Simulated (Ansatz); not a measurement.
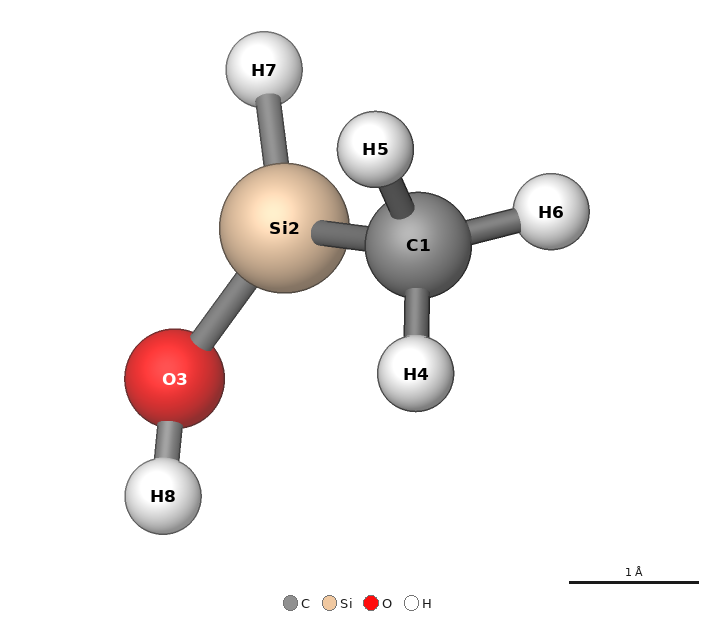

Atoms carry their numbers in the input. State: charge +1, singlet. The computed structure is the end point of a PBE0-D4/def2-TZVP optimisation. No frequency run is at hand to confirm it as a minimum.

Give the bond lengths.

```csv
bond,length (Å),order
C1–Si2,1.810,single
C1–H4,1.091,single
C1–H5,1.098,single
C1–H6,1.098,single
Si2–O3,1.574,double
Si2–H7,1.467,single
O3–H8,0.964,single
```
